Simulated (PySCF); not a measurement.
**A workflow on AlH2O2F (SMILES [OH][Al]([OH])[F])**

Aim: a transition-state search (HF-D3(0)/pc-1), then the harmonic vibrations, then a single-point energy, then a single-point energy (CCSD(T)/6-311+G*), then a single-point energy of AlH2O2F. Input form: a Python script.

The calculation is run with PySCF 2.14.0.

## (1) The molecule

The species is AlH2O2F (6 atoms), meant as a singlet with charge 0. As SMILES, `[OH][Al]([OH])[F]`. The run starts from this shape.

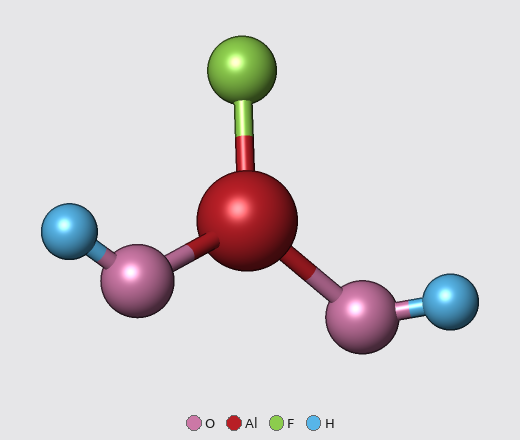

The structure, seen from a chosen angle (oxygen pink, aluminium red, fluorine green, hydrogen blue).

## (2) A saddle-point search at HF-D3(0)/pc-1 (run 1)

Contents of input.py:

```python
from pyscf import gto
from pyscf.geomopt.geometric_solver import kernel as optimise

mol = gto.M(
    atom=[
    ('O', (0.391242, 0.586034, -1.515140)),
    ('Al', (-0.045500, -0.145500, -0.067500)),
    ('O', (1.058000, -0.139600, 1.199000)),
    ('F', (-1.523126, -0.852853, 0.106411)),
    ('H', (-0.186592, 0.619211, -2.274974)),
    ('H', (1.399100, -0.939600, 1.594000)),
],
    verbose=3,
    spin=0,
    max_memory=1860,
    basis='pc-1',
)

calc0 = mol.RHF()
calc0.disp = 'd3zero'
converged, mol_eq = optimise(calc0, maxsteps=60, transition=True, hessian=True)
print('converged:', converged)
print(mol_eq.tostring())

calc0.reset(mol_eq)
mol = mol_eq
calc0.kernel()
energy = calc0.e_tot
print('E(%s) = %.9f' % ('HF', energy))
```

On the command line:

```bash
OMP_NUM_THREADS=1 python input.py
```

Log:

```text
converged SCF energy = -492.36223796805

WARN: DFTD3 does not support analytical Hessian, using finite difference

WARN: Mole.unit (angstrom) is changed to Bohr

[... 52 lines left out ...]
WARN: Mole.unit (angstrom) is changed to Bohr
[... 27 lines left out ...]
Ground State Electronic Energy    : E0                        =  -492.36223797 au (   -308961.9690 kcal/mol)
[... 88 lines left out ...]
converged SCF energy = -492.364073555961
[... 119 lines left out ...]
converged SCF energy = -492.365166280457
[... 120 lines left out ...]
converged SCF energy = -492.365249163174
[... 111 lines left out ...]
Converged! =D
[... 1 line left out ...]
converged: True
O           0.31103663        0.93692090       -1.34135857
Al         -0.18861503       -0.02143570       -0.05886742
O           0.80430651       -0.38087216        1.19305199
F          -1.73238330       -0.60619979       -0.08473037
H          -0.16742504        1.20794236       -2.10610284
H           1.36877526       -0.58570023        1.90439639
converged SCF energy = -492.365254394495
E(HF) = -492.365254394
```

It took 4.4 min on 1 thread of Intel Xeon at 2.50GHz (Skylake/Cascade Lake), shared host; peak memory 0.18 GiB.

The path in brief:

```tsv
step	energy from the first frame kept (eV)	largest force (eV/Å)
0	0.0000	0.9746
1	-0.0145	0.6106
2	-0.0278	0.3891
3	-0.0389	0.3118
4	-0.0499	0.2340
5	-0.0585	0.1673
6	-0.0656	0.1165
7	-0.0718	0.0846
8	-0.0763	0.0777
9	-0.0797	0.1013
10	-0.0818	0.0579
11	-0.0820	0.0942
12	-0.0819	0.0155
13	-0.0818	0.0272
14	-0.0819	0.0159
15	-0.0821	0.0142
16	-0.0821	0.0167
17	-0.0821	0.0151
18	-0.0821	0.0150
```

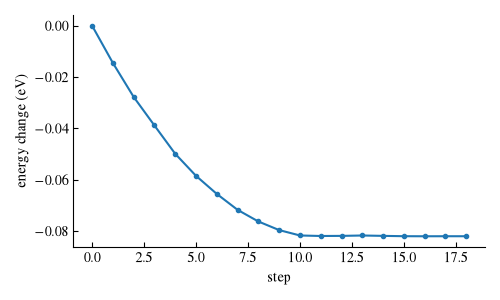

Energy along the run.

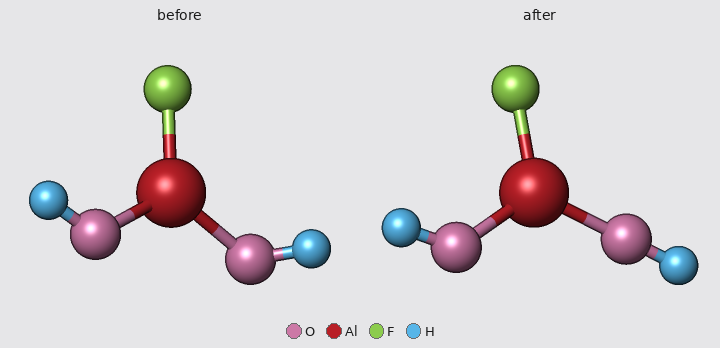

Before and after, at one scale.

After the run. Bond lengths: O1–Al2 1.677 Å, Al2–O3 1.638 Å, Al2–F4 1.651 Å, O1–H5 0.942 Å, O3–H6 0.931 Å. Angles: O1–Al2–O3 122.0°, O1–Al2–F4 118.0°, O3–Al2–F4 120.1°, Al2–O1–H5 129.3°, Al2–O3–H6 180.0°.

## (3) Vibrational wavenumbers at HF-D3(0)/pc-1 (run 2)

Contents of input.py:

```python
from pyscf import gto, symm
from pyscf.hessian import thermo

mol = gto.Mole()
mol.atom = [
    ('O', (0.547877, 0.969068, -1.269177)),
    ('Al', (0.048225, 0.010711, 0.013315)),
    ('O', (1.041147, -0.348725, 1.265234)),
    ('F', (-1.495543, -0.574053, -0.012548)),
    ('H', (0.069415, 1.240089, -2.033921)),
    ('H', (1.605615, -0.553553, 1.976578)),
]
mol.charge = 0
mol.verbose = 3
mol.basis = 'pc-1'
mol.spin = 0
mol.max_memory = 1860
mol.build()

mf = mol.RHF()
mf.disp = 'd3zero'
mf.kernel()

e_final = mf.e_tot
print(f'total energy: {e_final:.8f} hartree')
hess = mf.Hessian().kernel()
modes = thermo.harmonic_analysis(mol, hess)
thermo.dump_normal_mode(mol, modes)
symm.geom.TOLERANCE = 1e-3  # for the symmetry number
th = thermo.thermo(mf, modes['freq_au'], 500, 101325)
thermo.dump_thermo(mol, th)
```

On the command line:

```bash
OMP_NUM_THREADS=1 python input.py
```

Log:

```text
converged SCF energy = -492.365254394208
total energy: -492.36525439 hartree
```

Run time: 74 s. Hardware: 1 thread of Intel Xeon at 2.50GHz (Skylake/Cascade Lake), shared host.

Time ran out before the run finished.

## (4) A single-point energy at HF-D3(0)/pc-1 (run 4)

Contents of run.py:

```python
from pyscf import gto

mol = gto.M(
    atom=[
    ('O', (-0.572600, 1.327600, -0.678800)),
    ('Al', (-0.045500, -0.145500, -0.067500)),
    ('O', (1.058000, -0.139600, 1.199000)),
    ('F', (-0.598500, -1.564400, -0.695900)),
    ('H', (-1.198300, 1.397500, -1.397100)),
    ('H', (1.399100, -0.939600, 1.594000)),
],
    basis='pc-1',
    max_memory=1860,
    spin=0,
    verbose=3,
)

mf = mol.RHF()
mf.disp = 'd3zero'
mf.kernel()

e_final = mf.e_tot
print('E(%s) = %.9f' % ('HF', e_final))
```

On the command line:

```bash
OMP_NUM_THREADS=1 python run.py
```

Log:

```text
converged SCF energy = -492.36577418022
E(HF) = -492.365774180
```

Run time: 3.3 s. Hardware: 1 thread of Intel Xeon at 2.50GHz (Skylake/Cascade Lake), shared host; peak memory 0.14 GiB.

## (5) The energy at CCSD(T)/6-311+G(d) (run 5)

Contents of mol.xyz:

```xyz
6
AlFH2O2
O      0.311037     0.936921    -1.341359
Al    -0.188615    -0.021436    -0.058867
O      0.804307    -0.380872     1.193052
F     -1.732383    -0.606200    -0.084730
H     -0.167425     1.207942    -2.106103
H      1.368775    -0.585700     1.904396
```

Contents of job.py:

```python
# [OH][Al]([OH])[F]
from pyscf import gto, scf, cc

mol = gto.M(
    atom='mol.xyz',
    verbose=4,
    charge=0,
    basis='6-311+g*',
    max_memory=1860,
)

myscf = scf.RHF(mol)
myscf.kernel()

mycc = cc.CCSD(myscf, frozen=8)
mycc.kernel()
e_t = mycc.ccsd_t()
energy = mycc.e_tot + e_t
print(f'total energy: {energy:.8f} hartree')
```

On the command line:

```bash
OMP_NUM_THREADS=1 python job.py
```

Log:

```text
PySCF version 2.14.0

[... 60 lines left out ...]
converged SCF energy = -492.509097947006
[... 12 lines left out ...]
Init t2, MP2 energy = -493.173762683617  E_corr(MP2) -0.664664736610854
[... 12 lines left out ...]
CCSD converged
[... 2 lines left out ...]
total energy: -493.19502529 hartree
```

Wall time 84 s (1 thread of Intel Xeon at 2.50GHz (Skylake/Cascade Lake), shared host); peak memory 0.67 GiB.

## (6) The energy at CCSD(T)/6-311+G(d) (run 6)

Contents of geometry.xyz:

```xyz
6
AlFH2O2
O     -0.572600     1.327600    -0.678800
Al    -0.045500    -0.145500    -0.067500
O      1.058000    -0.139600     1.199000
F     -0.598500    -1.564400    -0.695900
H     -1.198300     1.397500    -1.397100
H      1.399100    -0.939600     1.594000
```

Contents of run.py:

```python
from pyscf import gto, cc

mol = gto.M(
    atom='geometry.xyz',
    max_memory=1860,
    verbose=4,
    basis='6-311+g*',
)

mf = mol.RHF()
mf.kernel()

mycc = cc.CCSD(mf, frozen=8)
mycc.kernel()
e_t = mycc.ccsd_t()
energy = mycc.e_tot + e_t
print('Final energy', energy)
```

On the command line:

```bash
OMP_NUM_THREADS=1 python run.py
```

Log:

```text
PySCF version 2.14.0

[... 60 lines left out ...]
converged SCF energy = -492.508994390674
[... 12 lines left out ...]
Init t2, MP2 energy = -493.177369973002  E_corr(MP2) -0.668375582327865
[... 12 lines left out ...]
CCSD converged
[... 2 lines left out ...]
Final energy -493.19904601269013
```

Run time: 97 s. Hardware: 1 thread of Intel Xeon at 2.50GHz (Skylake/Cascade Lake), shared host; peak memory 0.69 GiB.

## (7) Outcome

```
                                                            quantity                value
                       run 1, HF-D3(0)/pc-1: total energy at the end        -492.36525 Eh
                                 run 1, HF-D3(0)/pc-1: dipole moment               1.03 D
                                   run 1, HF-D3(0)/pc-1: HOMO energy            -13.76 eV
                                   run 1, HF-D3(0)/pc-1: LUMO energy              2.99 eV
                                 run 1, HF-D3(0)/pc-1: HOMO–LUMO gap             16.75 eV
                             run 1, HF-D3(0)/pc-1: dispersion energy         -4.46 kJ/mol
                                  run 4, HF-D3(0)/pc-1: total energy        -492.36577 Eh
                                 run 4, HF-D3(0)/pc-1: dipole moment               1.13 D
                                   run 4, HF-D3(0)/pc-1: HOMO energy            -13.78 eV
                                   run 4, HF-D3(0)/pc-1: LUMO energy              2.74 eV
                                 run 4, HF-D3(0)/pc-1: HOMO–LUMO gap             16.51 eV
                             run 4, HF-D3(0)/pc-1: dispersion energy         -4.52 kJ/mol
                               run 5, CCSD(T)/6-311+G*: total energy        -493.19503 Eh
       run 5, CCSD(T)/6-311+G*: dipole moment (Hartree–Fock density)               0.97 D
        run 5, CCSD(T)/6-311+G*: HOMO energy (Hartree–Fock orbitals)            -13.77 eV
        run 5, CCSD(T)/6-311+G*: LUMO energy (Hartree–Fock orbitals)              1.10 eV
      run 5, CCSD(T)/6-311+G*: HOMO–LUMO gap (Hartree–Fock orbitals)             14.86 eV
run 5, CCSD(T)/6-311+G*: correlation energy (8 core orbitals frozen)           -685.9 mEh
                             run 5, CCSD(T)/6-311+G*: (T) correction           -16.48 mEh
                              run 5, CCSD(T)/6-311+G*: T1 diagnostic                0.014
                               run 6, CCSD(T)/6-311+G*: total energy        -493.19905 Eh
       run 6, CCSD(T)/6-311+G*: dipole moment (Hartree–Fock density)               1.31 D
        run 6, CCSD(T)/6-311+G*: HOMO energy (Hartree–Fock orbitals)            -13.79 eV
        run 6, CCSD(T)/6-311+G*: LUMO energy (Hartree–Fock orbitals)              0.95 eV
      run 6, CCSD(T)/6-311+G*: HOMO–LUMO gap (Hartree–Fock orbitals)             14.74 eV
run 6, CCSD(T)/6-311+G*: correlation energy (8 core orbitals frozen)           -690.1 mEh
                                                run 2, HF-D3(0)/pc-1  no result (timeout)
```

What this shows: The triples (run 5, CCSD(T)/6-311+G*) make up 2.4 % of the correlation energy. Mulliken charges (run 6, CCSD(T)/6-311+G*) of the mean-field density run from -0.73 on O3 to +1.02 on Al2; in a basis this large or diffuse they mean little. The triples (run 6, CCSD(T)/6-311+G*) make up 2.5 % of the correlation energy. 1 of the 5 runs did not end normally.
